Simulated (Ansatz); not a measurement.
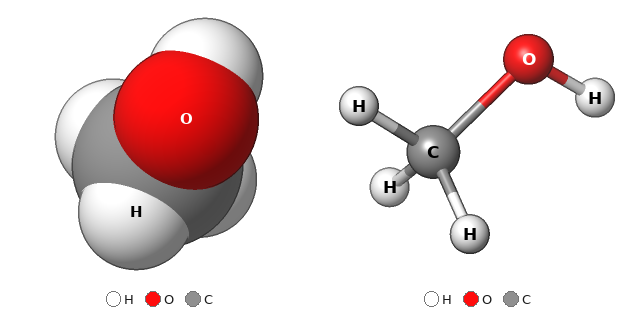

Both panels show the same species.

The geometry was computed by an optimisation with PBE0-D4/def2-TZVP.

> Which formula does it have?

CH₄O, 6 atoms: 1 carbon, 4 hydrogen and 1 oxygen.

> How many sets of symmetry-equivalent atoms are there?

5: 1 H, 1 O, 1 C, 1 H, 2 H.

> Count the bonded pairs by element.

3 C–H, 1 O–H, 1 C–O. Sticks follow a distance rule.

The parts below concern this one geometry. Atoms keep their numbers from picture to picture.

### Geometry

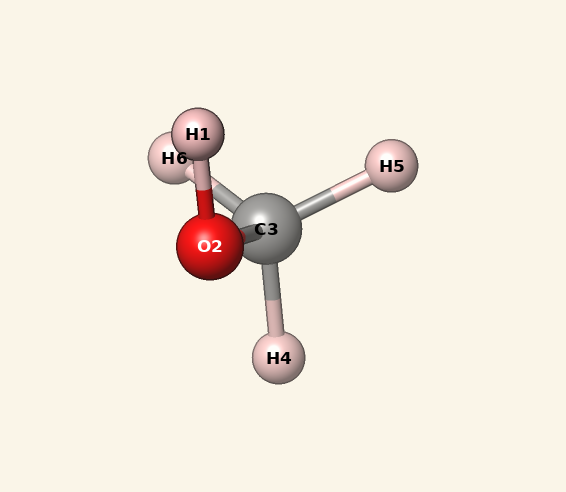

C3 lies behind O2. The molecule seen a little off the O2–C3 bond, O2 in front. Depth is shown by fading: the farther an atom, the more it takes the colour of the background.

> What is the torsion angle H1–O2–C3–H4? The sign is positive where the front bond must turn clockwise to cover the back bond.

180°, antiperiplanar (anti).

### Vibrations

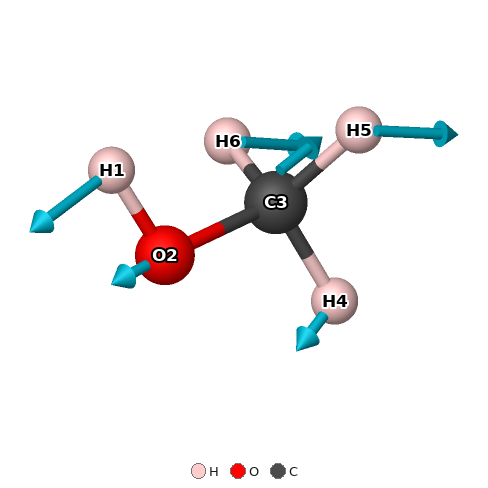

The arrows show one normal mode. Harmonic vibrations computed with RKS PBE0-D4/def2-TZVP (Ansatz 0.2.0) at a stationary point of the same level.

> At what wavenumber does it lie?

1108 cm⁻¹; it is mode 3 of 12 counted from the lowest.

### Charges

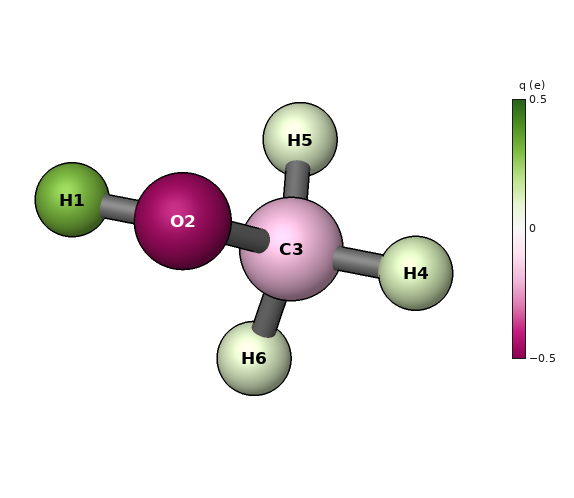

Atoms are coloured by their Mulliken charges. Level of theory: RKS PBE0-D4/def2-TZVP (Ansatz 0.2.0).

List the Mulliken charges.

```json
{"atom": "H1", "value (e)": "0.31"}
{"atom": "O2", "value (e)": "−0.46"}
{"atom": "C3", "value (e)": "−0.19"}
{"atom": "H4", "value (e)": "0.13"}
{"atom": "H5", "value (e)": "0.11"}
{"atom": "H6", "value (e)": "0.11"}
```

### Thermal motion

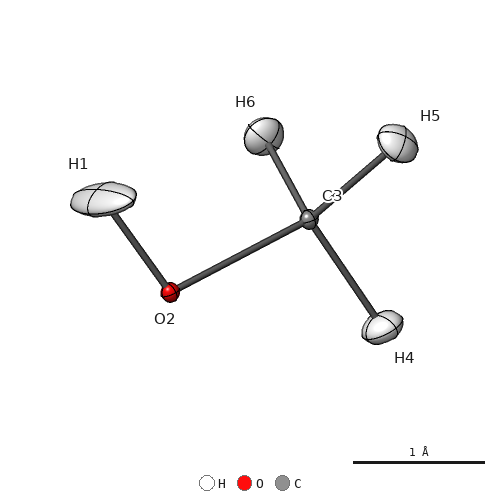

Displacement ellipsoids at the 50 % level, from the internal vibrations of the free molecule (harmonic, no overall translation or rotation; no half-axis is drawn under 0.075 Å). Vibrations computed with RKS PBE0-D4/def2-TZVP (Ansatz 0.2.0). Temperature: 298 K.

> Which atom has the largest mean-square displacement?

H1, with U_eq = 0.0268 Å².

> Does H1 move more along its bond or across it?

Across it: the root-mean-square amplitude is 0.064 Å along the bond and up to 0.253 Å across, since bending and torsion are softer than stretching.

List U_eq and the three principal root-mean-square amplitudes for each kind of atom.

| atom | U_eq (Å²) | rms amplitudes (Å) |
| --- | --- | --- |
| H1 | 0.0268 | 0.064, 0.111, 0.253 |
| O2 | 0.00031 | 0.009, 0.020, 0.022 |
| C3 | 0.00044 | 0.017, 0.017, 0.027 |
| H4 | 0.0101 | 0.072, 0.107, 0.117 |
| H5, H6 | 0.0095 | 0.072, 0.103, 0.112 |

Mulliken values depend strongly on the basis set and can even reverse the polarity of a bond.
